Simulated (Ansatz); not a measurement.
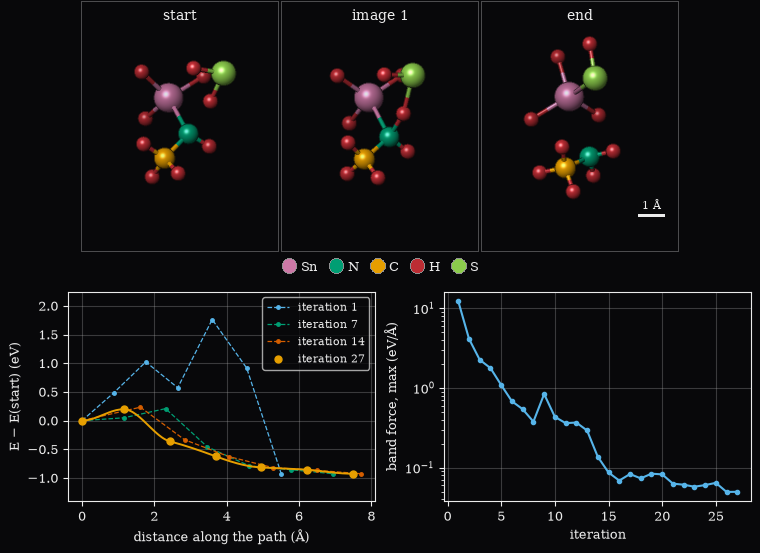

A nudged-elastic-band calculation for CH9NSSn. Images are numbered from 0 (start) to 6 (end). The plot follows the band through its iterations. Style: ball-and-stick. Shown from a free direction.

The calculation used RKS PBE0/def2-SVP (Ansatz 0.2.0). Set-up: 5 movable images; climbing image; force threshold 0.05 eV/Å; iteration limit 60; starting path through a guess of the saddle point.

Q: Did the band converge, and can the barrier be trusted?

A: The result is final at these settings. The band converged in 27 iterations. The largest component of the band force went from 12 to 0.05 eV/Å. The climbing image converged on the top of the path. Its vibrational analysis gives one imaginary mode (790i cm⁻¹), as a transition state must have. The first iteration put the highest image at 1.76 eV. The energy climbs by 0.20 eV to image 1 and then falls by 1.12 eV, so the end point sits at −0.92 eV.
